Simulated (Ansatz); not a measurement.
A series of calculations on GaH₃Cl

**1. Relaxation**

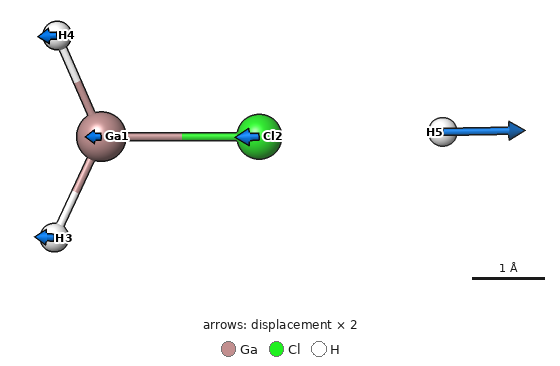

This is a relaxation of GaH₃Cl (multiplicity 2). The starting structure is drawn; blue arrows show the displacements, 2 times their true length. The two geometries are superimposed by the best rigid fit.

A ball-and-stick model, seen face on.

The run prepares an end point of a later path (reaction) calculation, from a guessed geometry.

All numbers below come from UKS PBE0-D4/def2-SVP (Ansatz 0.2.0). Settings: collinear spin; force threshold 0.03 eV/Å; at most 50 steps.

> Atoms of which element are displaced furthest, and by how much?

Hydrogen: up to 0.59 Å, against 0.18 Å for chlorine.

> What happened in the run?

The largest move after the best rigid fit is that of H5, 0.59 Å. By element the largest moves are H 0.59 Å, Cl 0.18 Å, Ga 0.12 Å. Among the contacts that change: Ga1–Cl2 2.216 → 2.157 Å. Over 6 geometry steps the energy falls by 1.30 kcal/mol. Largest force component: 0.88 eV/Å at the start, 0.008 eV/Å at the end.

Limits of the set-up: the start holds two separate molecules, 2.6 Å apart at their closest, whose relative position is a soft coordinate.

**2. Relaxation**

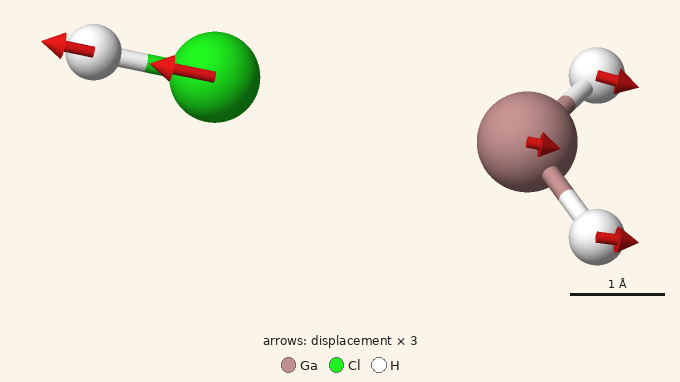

This is a relaxation of GaH₃Cl (multiplicity 2). The starting structure is drawn; red arrows show the displacements, magnified 3 times. The two geometries are superimposed by the best rigid fit.

Style: ball-and-stick. Shown from a free direction.

The run prepares an end point of a later path (reaction) calculation, from a guessed geometry.

All numbers below come from UKS PBE0-D4/def2-SVP in Ansatz 0.2.0. (collinear spin; force threshold 0.03 eV/Å; at most 50 steps)

> What did the optimiser do to the structure, and how much energy did it gain?

After 3 geometry steps the energy has fallen by 0.93 kcal/mol. The largest force component goes from 1.2 to 0.0038 eV/Å. The atom that moves furthest after the best rigid fit is the Cl atom (0.24 Å). By element the largest moves are Cl 0.24 Å, H 0.19 Å, Ga 0.12 Å. Some distances before and after: Cl–Ga 3.441 → 3.804 Å, Cl–H 1.334 → 1.288 Å. Among the angles between lasting bonds that change: H–Ga–H 122.6° → 119.9°.

Limits of the set-up: the start holds two separate molecules, 3.4 Å apart at their closest, whose relative position is a soft coordinate.

**3. Path**

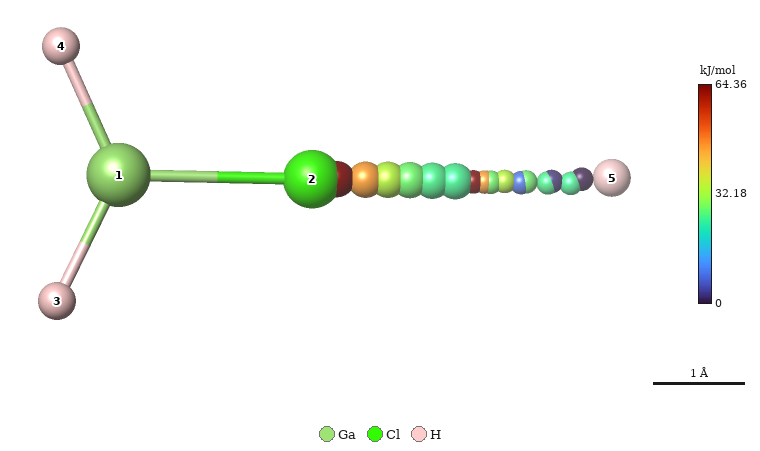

A nudged-elastic-band calculation for GaH3Cl (multiplicity 2), made up at the start of GaH₂Cl and H. Images are numbered from 0 (start) to 10 (end). The start is drawn whole; smaller spheres mark the moving atoms (Cl, H) in the later images, joined by lines and coloured by the energy of the image relative to the start. The picture is a ball-and-stick view, seen face on.

All numbers below come from UKS PBE0-D4/def2-SVP (Ansatz 0.2.0).

Input file:
```yaml
crystal:
  periodic: [false, false, false]
  atoms:
    - { symbol: Ga, position_ang: [0.004454, 0.000366, -0.248888] }
    - { symbol: Cl, position_ang: [0.027136, -0.002404, 1.907959] }
    - { symbol: H, position_ang: [1.407218, 0.000296, -0.927744] }
    - { symbol: H, position_ang: [-1.412241, 0.000307, -0.898155] }
    - { symbol: H, position_ang: [-0.026567, 0.001435, 5.246828] }
magnetization:
  spin_polarized: true
  initial_magnetization: 1
basis:
  gaussian: { orbitals: def2-SVP }
hamiltonian:
  xc: pbe0
  dispersion: d4
neb:
  order_check: false
  images: 9
  f_tol: 0.05
  max_iterations: 50
  final_atoms:
    - { symbol: Ga, position_ang: [-0.00060571, 0.00013746, -0.44350207] }
    - { symbol: Cl, position_ang: [0.00108438, -0.00040903, 3.36058152] }
    - { symbol: H, position_ang: [1.38195171, 0.00023418, -1.24344922] }
    - { symbol: H, position_ang: [-1.38382705, 0.00024151, -1.24230177] }
    - { symbol: H, position_ang: [0.00139666, -0.00020412, 4.64867153] }
  initial_path:
    images:
      - { positions_ang: [[0.004454, 0.000366, -0.248888], [0.027136, -0.002404, 1.907959], [1.407218, 0.000296, -0.927744], [-1.412241, 0.000307, -0.898155], [-0.026567, 0.001435, 5.246828]] }
      - { positions_ang: [[0.00355389, 0.00029716, -0.1991104], [0.0217223, -0.00192952, 2.0243672], [1.3976779, 0.0002434, -0.89920765], [-1.4017293, 0.00025444, -0.87551154], [-0.0212248, 0.00113452, 5.0294624]] }
      - { positions_ang: [[0.00265379, 0.00022831, -0.1493328], [0.01630861, -0.00145504, 2.1407754], [1.3881378, 0.0001908, -0.87067131], [-1.3912176, 0.00020189, -0.85286809], [-0.0158826, 0.00083404, 4.8120968]] }
      - { positions_ang: [[0.00175368, 0.00015947, -0.0995552], [0.01089491, -0.00098056, 2.2571836], [1.3785977, 0.0001382, -0.84213496], [-1.38070589, 0.00014933, -0.83022463], [-0.0105404, 0.00053356, 4.5947312]] }
      - { positions_ang: [[0.00085357, 9.063e-05, -0.0497776], [0.00548121, -0.00050608, 2.3735918], [1.3690576, 8.56e-05, -0.81359862], [-1.37019419, 9.678e-05, -0.80758118], [-0.00519819, 0.00023308, 4.3773656]] }
      - { positions_ang: [[-4.654e-05, 2.178e-05, 0.0], [6.751e-05, -3.16e-05, 2.49], [1.35951751, 3.3e-05, -0.78506227], [-1.35968249, 4.422e-05, -0.78493772], [0.00014401, -6.741e-05, 4.16]] }
      - { positions_ang: [[-0.00015837, 4.492e-05, -0.08870041], [0.00027089, -0.00010709, 2.6641163], [1.36400435, 7.324e-05, -0.87673966], [-1.3645114, 8.368e-05, -0.87641053], [0.00039454, -9.475e-05, 4.2577343]] }
      - { positions_ang: [[-0.0002702, 6.805e-05, -0.17740083], [0.00047426, -0.00018257, 2.83823261], [1.36849119, 0.00011347, -0.96841705], [-1.36934031, 0.00012314, -0.96788334], [0.00064507, -0.00012209, 4.35546861]] }
      - { positions_ang: [[-0.00038204, 9.119e-05, -0.26610124], [0.00067764, -0.00025806, 3.01234891], [1.37297803, 0.00015371, -1.06009444], [-1.37416922, 0.0001626, -1.05935615], [0.0008956, -0.00014943, 4.45320292]] }
      - { positions_ang: [[-0.00049387, 0.00011433, -0.35480165], [0.00088101, -0.00033355, 3.18646522], [1.37746487, 0.00019394, -1.15177183], [-1.37899814, 0.00020205, -1.15082896], [0.00114613, -0.00017677, 4.55093722]] }
      - { positions_ang: [[-0.00060571, 0.00013746, -0.44350207], [0.00108438, -0.00040903, 3.36058152], [1.38195171, 0.00023418, -1.24344922], [-1.38382705, 0.00024151, -1.24230177], [0.00139666, -0.00020412, 4.64867153]] }
```

Command:
```bash
ansatz run input.yaml --threads 1 --pin off --max-ram 2048MiB --backend cpu --events-out ev --progress --plain --runs-dir out
```

### What moves, how far, and at what cost in energy?

Breaking: Ga1–Cl2 (2.16 → 2.44 at the top → 3.80 Å). Forming: Cl2–H5 (3.34 → 1.52 at the top → 1.29 Å). Forward barrier 64.4 kJ/mol, backward barrier 39.4 kJ/mol, with image 5 at the top; the reaction energy is +25.0 kJ/mol. The band converged in 7 iterations. The largest component of the band force went from 3.3 to 0.0084 eV/Å. The climbing image converged on the top of the path. Its vibrational analysis gives 2 imaginary modes over 30i cm⁻¹, so it isn't confirmed as a transition state.

Limits of the set-up: the start holds two separate molecules, 3.3 Å apart at their closest, whose relative position is a soft coordinate.

Cost: 5.4 min on 1 thread of AMD EPYC 7R43 64-Core Processor (Zen 3), on a shared host, peak memory 0.19 GiB.
